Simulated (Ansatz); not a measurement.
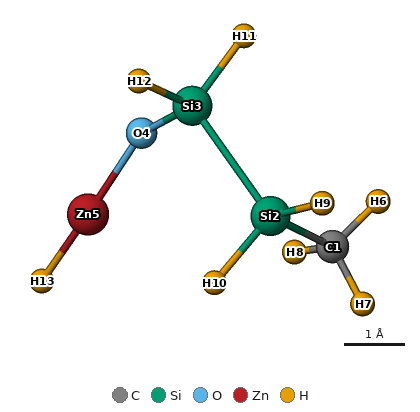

**Figure 1.** The starting structure (ball-and-stick view, seen at a tilt; atoms are numbered from 1 in the order of the input). Sticks mark near contacts.

Nudged elastic band, with input and output: CH$_{8}$OSi$_{2}$Zn (part 1 of 2)

- system: CH$_{8}$OSi$_{2}$Zn
- method: RKS B3LYP-D4/def2-SVP (Ansatz 0.2.0)

The run did not end well. One setting was made poor on purpose. It belongs to a series of runs on one base structure; here: band between the two ends.

### Log
```
Engine: ansatz 0.2.0, aarch64-unknown-linux-gnu
Functional definition: B3LYP
  parameter a0 = 0.2
  parameter ax = 0.72
  parameter ac = 0.81
  exchange = (1 - a0 - ax)*slater_x + ax*b88_x + a0*exact_x
  correlation = (1 - ac)*vwn_rpa_c + ac*lyp_c
1402 factors; integrals over basis functions are off by at most 3.5e-4 eV
mean field evaluation 1: about -67367.8174 eV, gradient 7.6e1 eV
mean field evaluation 2: about -67321.8330 eV, gradient 1.6e2 eV
mean field evaluation 4: about -67378.8435 eV, gradient 1.1e1 eV
mean field evaluation 8: about -67379.1121 eV, gradient 2.4e-1 eV
mean field evaluation 16: about -67379.1123 eV, gradient 4.3e-5 eV
mean field -67379.11230499 eV, -2476.1367060059 hartree, gradient 4.3e-5 eV, S^2 0.000000; 0 other end points of the search recorded, 0 dependent functions left out
the calculation of the forces begins
reference -67379.11264304 eV, -2476.1367184289 hartree; 40, 40 occupied and 95, 95 virtual orbitals, 1402 factors
1402 factors; integrals over basis functions are off by at most 3.2e-4 eV
mean field evaluation 32: about -67379.1263 eV, gradient 6.8e-5 eV
mean field -67379.12629661 eV, -2476.1372201884 hartree, gradient 1.1e-5 eV, S^2 0.000000; 0 other end points of the search recorded, 0 dependent functions left out
[... from here on the field's lines of each further geometry are left out, up to the last ...]
NEB iter   1: max|band force component| = 1.084e1 eV/Å  barrier→ = 2.8467 eV  barrier← = 2.8328 eV  Δτ_max = 0.2000 Å  (194 SCF iters)
NEB iter   2: max|band force component| = 4.910e0 eV/Å  barrier→ = 1.2519 eV  barrier← = 1.2380 eV  Δτ_max = 0.2000 Å  (155 SCF iters)
NEB iter   3: max|band force component| = 2.041e0 eV/Å  barrier→ = 0.7949 eV  barrier← = 0.7809 eV  Δτ_max = 0.2000 Å  (151 SCF iters)
NEB iter   4: max|band force component| = 1.221e0 eV/Å  barrier→ = 0.4495 eV  barrier← = 0.4355 eV  Δτ_max = 0.1999 Å  (151 SCF iters)
NEB iter   5: max|band force component| = 6.966e-1 eV/Å  barrier→ = 0.2027 eV  barrier← = 0.1888 eV  Δτ_max = 0.1962 Å  (150 SCF iters)
NEB iter   6: max|band force component| = 2.842e-1 eV/Å  barrier→ = 0.1298 eV  barrier← = 0.1159 eV  CI = image 3  Δτ_max = 0.1966 Å  (152 SCF iters)
NEB iter   7: max|band force component| = 3.639e-1 eV/Å  barrier→ = 0.1092 eV  barrier← = 0.0953 eV  CI = image 3  Δτ_max = 0.0998 Å  (147 SCF iters)
NEB iter   8: max|band force component| = 2.539e-1 eV/Å  barrier→ = 0.0874 eV  barrier← = 0.0735 eV  CI = image 3  Δτ_max = 0.0998 Å  (142 SCF iters)
NEB iter   9: max|band force component| = 2.322e-1 eV/Å  barrier→ = 0.0724 eV  barrier← = 0.0585 eV  CI = image 3  Δτ_max = 0.1997 Å  (145 SCF iters)
the calculation of the forces begins
reference -67379.11713237 eV, -2476.1368834086 hartree; 40, 40 occupied and 95, 95 virtual orbitals, 1402 factors
these checks for a lower state are left out or cut short: starts, cluster_reference, orbital_swaps, neighbouring_geometries, increment
1402 factors; integrals over basis functions are off by at most 3.7e-4 eV
mean field -67379.12403968 eV, -2476.1371372478 hartree, gradient 1.4e-5 eV, S^2 0.000000; 0 other end points of the search recorded, 0 dependent functions left out
the calculation of the forces begins
reference -67379.12438484 eV, -2476.1371499319 hartree; 40, 40 occupied and 95, 95 virtual orbitals, 1402 factors
NEB iter  10: max|band force component| = 1.908e-1 eV/Å  barrier→ = 0.0546 eV  barrier← = 0.0407 eV  CI = image 3  Δτ_max = 0.2000 Å  (145 SCF iters)
```

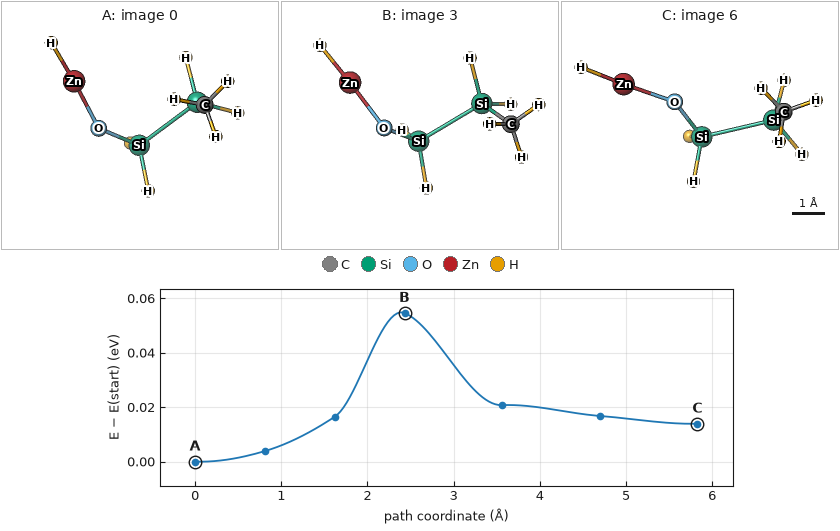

**Figure 2.** Images of the last band (counted from 0; ball-and-stick, seen at a tilt) above the energy along the path; the line is a cubic interpolation that uses the forces. The highest image is number 3, 0.055 eV above the start and 0.041 eV above the end (the climbing image); the end lies 0.014 eV above the start. The path is 5.83 Å long. The band had not converged after 10 iterations.

```
Unfinished report: {"positions_ang":[[-1.9673356625880323,0.17972952009344517,1.1209360242339261],[-0.0861645864709269,-0.03653112507260789,1.2071846671921884],[0.7746361683267814,-1.1052070564477474,-0.7106940937466175],[0.6667080079761046,-0.029396276694130762,-1.9710952115995968],[1.8344420201573453,1.2626433462604534,-2.3946038772613876],[-2.4733003938768308,-0.7992990325864653,1.113256416827545],[-2.342256331016114,0.7533512775046581,1.9829541907615957],[-2.2466910858229756,0.714062665256987,0.19986551148132317],[0.2894974727556393,-0.7699391373125118,2.4579720718118154],[0.5514561347185337,1.3206584589625117,1.2947460978135241],[0.016589200417510407,-2.3602412666831065,-1.0146471929883658],[2.2017973982401156,-1.5124550212623855,-0.45814108004945964],[2.8011216571828492,2.3476256379809,-2.813132524476491]],"unchecked":["starts","cluster_reference","orbital_swaps","neighbouring_geometries","increment"],"mean_field":{"relativity":"none","state":{"energy":{"ev":-67379.07718125665,"hartree":-2476.1354152323242},"converged":true,"gradient_ev":0.000023316048996250967,"stability":{"kind":"minimum","curvature_ev":33.63772464818987},"curvature_floor_ev":0.00030000000000000003,"spin_squared":1.4210854715202004e-14},"others":[],"fillings":{"estimated":0,"unestimated":0,"tried":0,"untried":0,"excluded_magnetic_sites":0},"n_dropped_functions":0,"n_trapped_functions":0,"passes":{"evaluations":4,"products":26},"factors":{"origin":"Cholesky decomposition","count":1402,"bound_ev":0.00042880677068107354},"gradient_stop_ev":0.00009,"reference_kind":"stationary","functional":{"name":"B3LYP","citations":["Stephens, Devlin, Chabalowski & Frisch, J. Phys. Chem. 98, 11623 (1994) doi:10.1021/j100096a001","Becke, Phys. Rev. A 38, 3098 (1988) doi:10.1103/PhysRevA.38.3098","Lee, Yang & Parr, Phys. Rev. B 37, 785 (1988) doi:10.1103/PhysRevB.37.785","Vosko, Wilk & Nusair, Can. J. Phys. 58, 1200 (1980) doi:10.1139/p80-159"],"text":"name \"B3LYP\"\ncite \"Stephens, Devlin, Chabalowski & Frisch, J. Phys. Chem. 98, 11623 (1994) doi:10.1021/j100096a001\"\ncite \"Becke, Phys. Rev. A 38, 3098 (1988) doi:10.1103/PhysRevA.38.3098\"\ncite \"Lee, Yang & Parr, Phys. Rev. B 37, 785 (1988) doi:10.1103/PhysRevB.37.785\"\ncite \"Vosko, Wilk & Nusair, Can. J. Phys. 58, 1200 (1980) doi:10.1139/p80-159\"\nparameter a0 = 0.2\nparameter ax = 0.72\nparameter ac = 0.81\nexchange = (1 - a0 - ax)*slater_x + ax*b88_x + a0*exact_x\ncorrelation = (1 - ac)*vwn_rpa_c + ac*lyp_c\n","parameters":{"a0":{"value":0.2,"default":0.2},"ac":{"value":0.81,"default":0.81},"ax":{"value":0.72,"default":0.72}},"final_grid":{"core_spheres":13.0,"valence_spheres":11.0,"degree":36.0},"final_grid_parameter_source":"default","radial_points_factor":1.0,"radial_grid_error_ev":6.729326096032238e-7,"grid_sensitivity":"normal","grid_sensitivity_ratio":0.0013437628806248659},"unsmoothed_excess_ev":-0.00033959608607947027,"symmetry":{"irreps":["A"],"axes":[[0.9989992323263103,-0.044513144446514455,-0.004371931258239115],[0.044575102431435865,0.9988892074632184,0.015277809290942981],[0.003687011617832095,-0.015457399036939011,0.9998737294080403]],"occupied":[{"A":40},{"A":40}]},"held":{"pivots":1402,"left_out":0,"joined":0},"density_repulsion":{"missed_ev":0.000023419288248097175,"excess_ev":6.640786878264148e-8,"most_excess_ev":0.000216,"are_drawn_again":false,"n_first_factors":1402,"energy_change_ev":0.0,"n_dropped_ends":0}},"factors":{"origin":"Cholesky decomposition","count":1402,"bound_ev":0.00042880677068107354},"n_frozen":0,"n_occupied":[40,40],"n_virtual":[95,95],"reference":{"ev":-67379.07718125665,"hartree":-2476.1354152323242},"dispersion":{"energy":{"ev":-0.500270540375425,"hartree":-0.01838460326324551},"switches_in_reach":[]},"total":{"ev":-67379.57745179703,"hartree":-2476.1537998355875},"forces_ev_per_angstrom":[[0.04621825196447972,-0.03709747694215418,-0.014445279000590235],[-0.009106005208347796,-0.039786911278876666,0.0318921840677203],[-0.08159317617337923,0.06429294246967647,0.018984759214713876],[0.19652205300491143,0.025260253451746574,0.05681671248951632],[-0.13376879949969245,-0.05470451329934227,-0.06151334925062112],[0.006780379192932398,0.01182203966466337,-0.0057343425395949615],[-0.0036431351525495715,0.009777525642462724,0.0024708082321404585],[-0.017853590801176558,0.015003485551372483,-0.020265880342934448],[-0.016207501032175418,-0.005128321748956889,0.016779169179324357],[0.023957156300542844,-0.019441092678453682,-0.020609965133904715],[-0.0032513338011412748,0.028764223263815447,-0.012682915316055362],[-0.007145668769751775,-0.025192774311349992,0.011792089992475156],[-0.0009086300301872092,0.026430620212964023,-0.003483991567615633]],"charge_distribution":{"dipole_moment_e_ang":[0.07122915490977302,0.2219669821942323,-0.1465302553286516],"mulliken_charges_e":[-0.24495030227970105,0.2465724602314321,0.5256351332648812,-0.6662452190173767,0.5894671269733536,0.04796057356967576,0.04952607882870219,0.04853838384627418,-0.09784401846354784,-0.11128674236496439,-0.11976165618476342,-0.13657565898989676,-0.13103615941402946],"lowdin_charges_e":[-0.11736299883104895,0.21834894429203366,0.1700493274330519,-0.2264110084237423,0.43362906402983015,0.01153759457540271,0.009033890851925852,0.01169240317967557,-0.0863908831275424,-0.08695155325927373,-0.09982183956515644,-0.10796947348069663,-0.12938346767439524]},"n_threads":2,"memory_gib":2.556818182580173,"seconds":{"hamiltonian":5.051264164,"orbitals":0.0,"second_order":0.0,"solver_start":0.0,"cycles":0.0,"cycle":0.0,"perturbative":0.0,"full_ci_increment":0.0,"forces":0.0}}
this run last wrote the band of iteration 10 to [file]
Error: NEB band did not converge after 10 iterations: max|band force component| = 1.91e-1 eV/Å (threshold 5.0e-2); raise `neb.max_iterations` in a new run, which can start from the last band evaluated (`neb.initial_path`, with `crystal.atoms` and `neb.final_atoms` set to its first and last images), add images, or start from endpoints closer to local minima. Where this run's directory can be resumed (`checkpoint.write`), a resume goes on for up to `neb.max_iterations` more; to start a new run from the last band, take its images' positions from the `neb_iteration` event of iteration 10 (`data.images[].positions_ang`), in the event stream of the run that computed that iteration (not this run's, if it was resumed behind it). With `checkpoint.write`, `steps/00-neb/state/checkpoint.json` in the run directory holds the last saved band, under `neb.evaluated.images[].positions_ang` (a band under a hybrid functional on support functions is neither saved nor resumed: `neb.initial_path` says where its path is): check the last entry of `neb.iterations` there, which is earlier than 10 if that iteration was not saved or its write failed. If the band's step has no `state` directory and holds `state.next`, a write was cut short, and the file is under `state.next` instead (behind a loss of power it can be under `state.prev`)
this run wrote the band of iteration 10 to [file] as well, whether or not its events were kept: a new run's `neb.initial_path` can list its `images[].positions_ang`
a run's events are kept only if it was started with --events-out <file>, and are in that file
```

### The last band as extended XYZ (Å, eV, eV/Å)
```
13
Properties=species:S:1:pos:R:3:forces:R:3 image=0 energy=-67379.63172
C    -1.7081    0.3838    0.7941   -0.0052   0.0008  -0.0084
Si    0.0246   -0.1990    1.2997    0.0024   0.0041   0.0036
Si    0.9892   -1.3428   -0.5163   -0.0048   0.0046  -0.0065
O     0.9353   -0.3000   -1.7983    0.0022  -0.0030   0.0054
Zn    1.1760    1.4067   -2.2280    0.0012   0.0065  -0.0032
H    -2.3900   -0.4742    0.6792    0.0056   0.0076   0.0011
H    -2.1430    1.0740    1.5343    0.0037  -0.0055  -0.0046
H    -1.6611    0.9033   -0.1773   -0.0024  -0.0048   0.0099
H    -0.0363   -0.9832    2.5725   -0.0005  -0.0028  -0.0006
H     0.8740    1.0118    1.5613    0.0001   0.0025   0.0009
H     0.2112   -2.5821   -0.8325    0.0012  -0.0024  -0.0011
H     2.3913   -1.7743   -0.2012   -0.0023   0.0008   0.0007
H     1.3575    2.8410   -2.6729   -0.0012  -0.0083   0.0028
13
Properties=species:S:1:pos:R:3:forces:R:3 image=1 energy=-67379.62785
C    -1.8106    0.3020    0.9106    0.0017  -0.0035   0.0011
Si   -0.0167   -0.1639    1.3088   -0.0030  -0.0074  -0.0019
Si    0.9379   -1.2471   -0.5497   -0.0032   0.0090   0.0016
O     0.8494   -0.1975   -1.8235    0.0010  -0.0015  -0.0023
Zn    1.4092    1.3950   -2.3740   -0.0015  -0.0015   0.0030
H    -2.4311   -0.6024    0.8039    0.0011   0.0047  -0.0023
H    -2.2539    0.9326    1.6974    0.0013   0.0017  -0.0028
H    -1.8546    0.8530   -0.0427    0.0042   0.0004   0.0006
H     0.0443   -0.9792    2.5632   -0.0035   0.0034   0.0023
H     0.7648    1.0936    1.5594    0.0029  -0.0043  -0.0053
H     0.1781   -2.4972   -0.8695    0.0020   0.0011   0.0028
H     2.3514   -1.6601   -0.2552    0.0030  -0.0034   0.0006
H     1.8524    2.7362   -2.9139   -0.0061   0.0013   0.0025
```
